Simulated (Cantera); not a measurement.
Charge: 1 mol SiH4, 5.6 mol N2, equilibrated at 0.100 bar.

These are equilibrium values from Cantera (NASA tables, ideal gas, pure condensed phases), not measurements of a reactor. Candidate condensed phases: Si, Si3N4; 18 gas species. N2 is the only nitrogen source here; it is nearly inert below about 1500 K, so the nitride shown seldom forms there in practice. The tables' values for SiN are old estimates; treat these amounts as uncertain. Gases not in the tables: Si2H6 and higher silanes. The numbers say what is thermodynamically allowed, not how fast it happens.

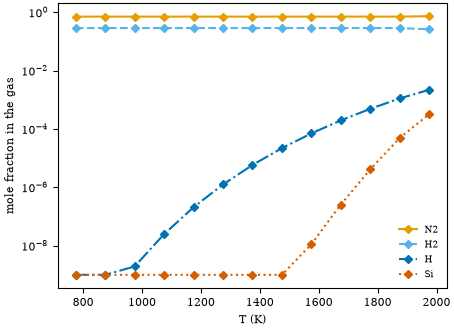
Equilibrium gas composition (values under 1e-9 drawn at 1e-9)

### Question
Read off the mole fractions at 1375 K.

### Answer
N2 about 0.71, H2 about 0.29, H about 5.8e-6.
